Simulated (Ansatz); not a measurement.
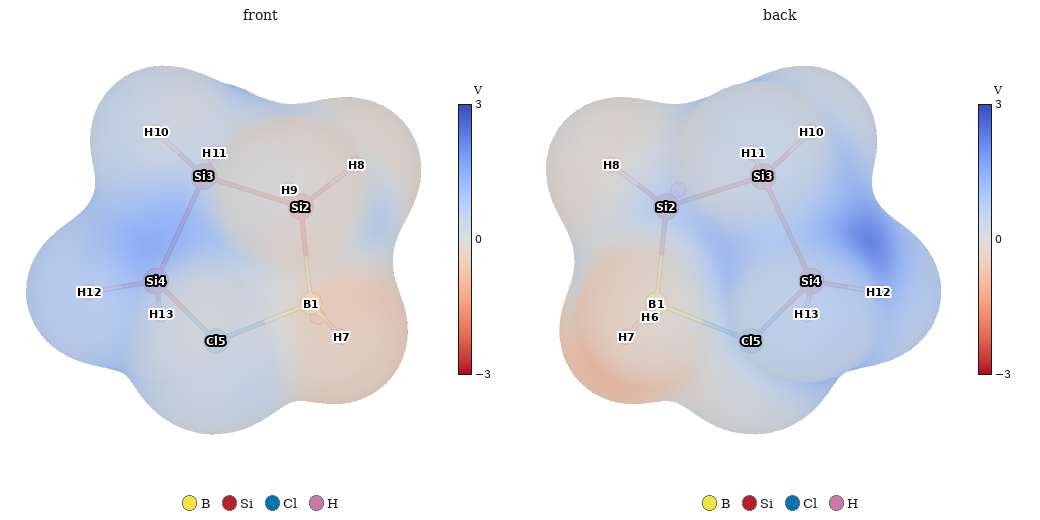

BClH8Si3. The molecular electrostatic potential painted on the density surface at 0.002 e/bohr³, seen from the front and from behind; red is negative and blue positive.

Geometry: PBE0-D4/def2-TZVP.

Method: RKS PBE0-D4/def2-TZVPP in Ansatz.

```xyz
13

B    -1.2501    1.3304    0.4267
Si   -1.1194   -0.5726    1.0822
Si    0.4974   -1.5381   -0.3203
Si    1.5853    0.4227   -0.9976
Cl    0.7578    1.9189    0.2927
H    -1.6080    1.4547   -0.7132
H    -1.6314    2.1658    1.1974
H    -2.3822   -1.3550    0.9530
H    -0.6123   -0.7428    2.4749
H     1.5132   -2.4415    0.2849
H    -0.0331   -2.1699   -1.5592
H     3.0407    0.5703   -0.7502
H     1.2627    0.9223   -2.3564
```

Which sites attract a positive test charge, and which a negative one?

A positive charge is drawn to the negative regions and a negative charge to the positive ones. The most negative region (about −0.8 V) lies over H6, the most positive (about +2.0 V) over Si4.
